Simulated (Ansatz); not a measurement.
Input

```
crystal:
  periodic: [false, false, false]
  atoms:
    - { symbol: B, position_ang: [-0.669849, -0.652359, -0.057636] }
    - { symbol: O, position_ang: [-0.247064, 0.523417, 2.449937] }
    - { symbol: O, position_ang: [-0.022587, -1.844896, 0.047301] }
    - { symbol: O, position_ang: [-1.980461, -0.558074, 0.320467] }
    - { symbol: H, position_ang: [0.09746, 0.989417, 1.675566] }
    - { symbol: "N", position_ang: [-0.036046, 0.579595, -0.601493] }
    - { symbol: C, position_ang: [1.236624, 0.60583, -1.272418] }
    - { symbol: H, position_ang: [-1.161766, 0.37821, 2.183963] }
    - { symbol: H, position_ang: [0.900744, -1.793121, -0.215607] }
    - { symbol: H, position_ang: [-2.275037, -1.391261, 0.700935] }
    - { symbol: H, position_ang: [-0.681643, 1.306935, -0.883161] }
    - { symbol: H, position_ang: [1.21029, 0.20702, -2.305025] }
    - { symbol: H, position_ang: [1.641554, 1.629874, -1.325997] }
    - { symbol: H, position_ang: [1.987682, 0.019411, -0.71673] }
basis:
  gaussian: { orbitals: def2-SVP }
hamiltonian:
  xc: pbe0
  dispersion: d4
relax:
  f_tol: 0.03
  max_steps: 50
output:
  orbitals: {}
```

Command:

```sh
ansatz run input.yaml --threads 4 --pin off --max-ram 5120MiB --backend cpu --events-out ev --progress --plain --runs-dir out
```

The fields are those of the relaxed geometry.

The calculation used RKS PBE0-D4/def2-SVP in Ansatz 0.2.0.

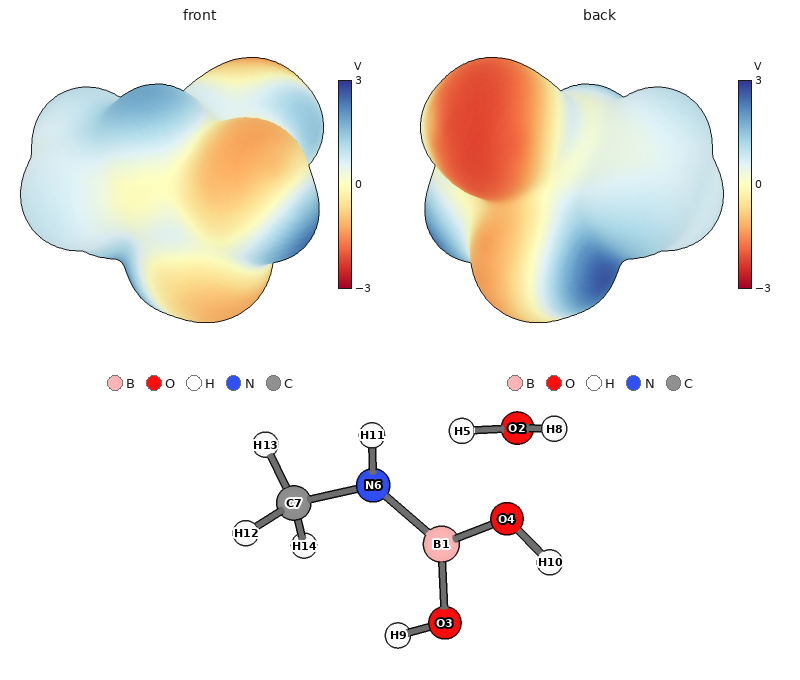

CH6BNO2···H2O. The electrostatic potential painted on the density surface at 0.002 e/bohr³, seen from the front and from behind; the colour scale runs from red (negative) to blue (positive). The bare structure is drawn below in the same view.

> Where is the surface potential most negative and most positive?

The most negative region (about −2.2 V) lies over O2, the most positive (about +2.5 V) over H9. O2 is the likeliest acceptor of a hydrogen bond.
